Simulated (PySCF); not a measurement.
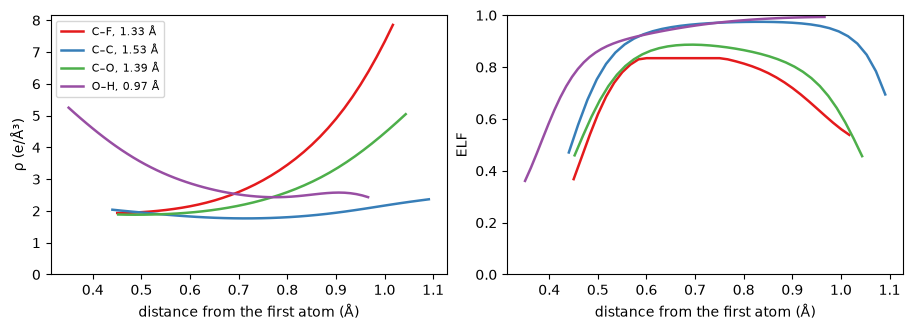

Figure 1: C₂H₃F₃O (SMILES OCC(F)(F)F). Electron density and ELF along straight lines between neighbouring atoms. The curves leave out the atomic cores.

Geometry: GFN2-xTB.

Theory: PySCF, PBE0/pcSseg-1, SCF density, gas phase, non-relativistic.

The calculation's input:

```
{"job": {"xc": "PBE0", "basis": "pcSseg-1", "kind": "nmr", "pop": true}, "charge": 0, "multiplicity": 1}
O     -0.037667     1.513134     0.572217
C      0.589090     0.434857    -0.044673
C     -0.282815    -0.823940    -0.021415
F     -1.483570    -0.584484    -0.579138
F     -0.514716    -1.281254     1.210129
F      0.276654    -1.823360    -0.716583
H     -0.877838     1.705205     0.135401
H      0.839897     0.635679    -1.096561
H      1.504526     0.230156     0.515444
```

Command:

```sh
OMP_NUM_THREADS=1 python ens_run.py task.json out
```

> What can be read from the curves?

C–F (1.33 Å): ρ is about 2.4 e/Å³ halfway; the ELF peaks at about 0.85 between the atoms; a polar covalent bond.
C–C (1.53 Å): ρ at the midpoint is about 1.8 e/Å³; the ELF peaks at about 1 between the atoms, as expected for localised, covalent bonding.
C–O (1.39 Å): the density is about 2.2 e/Å³ at the midpoint, with its minimum of 1.9 e/Å³ about 0.5 Å from C; the ELF peaks at about 0.90 between the atoms, as expected for a shared but strongly polarised pair.
O–H (0.97 Å): ρ at the midpoint is about 3.7 e/Å³; the ELF climbs to about 1 towards the hydrogen, as it does in any bond to H (an ordinary covalent bond to hydrogen).
